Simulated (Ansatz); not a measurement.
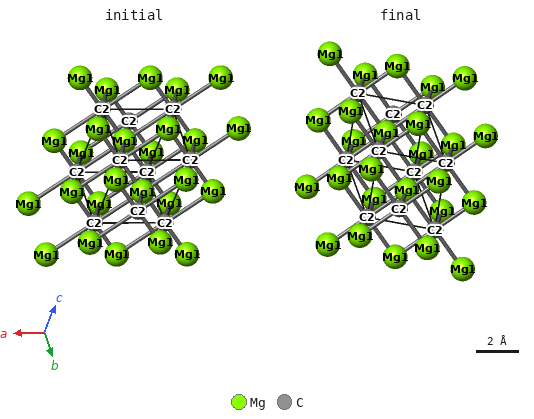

The structure of a crystal of MgC (a generated structure, set up in Immm) (coarse preliminary run) before (left) and after (right) a relaxation, at one scale.

The picture is a ball-and-stick view of the cell of the calculation, seen from a free direction.

Method: Ansatz, DFT PBE, scalar-relativistic, plane waves, PAW. (plane-wave cutoff 420 eV; k-point mesh 6 × 6 × 6; occupations gaussian; smearing width 0.1 eV; no spin polarisation; cell and atoms relaxed; force threshold 0.04 eV/Å; at most 70 steps)

**Summarise the run.**

The atoms keep their places relative to the cell (all moves are under 0.005 Å). The volume changes by −17.4 %, with a = b = c 3.359 → 3.301 Å (−1.7 %), α 112.7° → 130.8°, β 111.5° → 88.0°, γ 104.3° → 112.5°. Near-neighbour distances that change, for instance: Mg1–Mg1 3.721 → 2.749 Å, Mg1–C2 2.777 → 2.292 Å, Mg1–C2 (another image) 1.891 → 2.375 Å. The space group stays Immm (No. 71). The energy falls by 1.422 eV per cell of the calculation in 9 accepted moves (12 points after the start). All forces vanish by symmetry, so only the cell relaxes. The pressure goes from 15.37 to −0.03 GPa. The line search rejected the trial step at point 7 of the run. The SCF was repeated twice at an unchanged geometry on a basis and grid sized afresh for the cell, which shifted the energy by 22.5 meV per cell of the calculation at most. The run took 11 s on 1 thread of Arm Neoverse V2, on a shared host, peak memory 0.28 GiB.
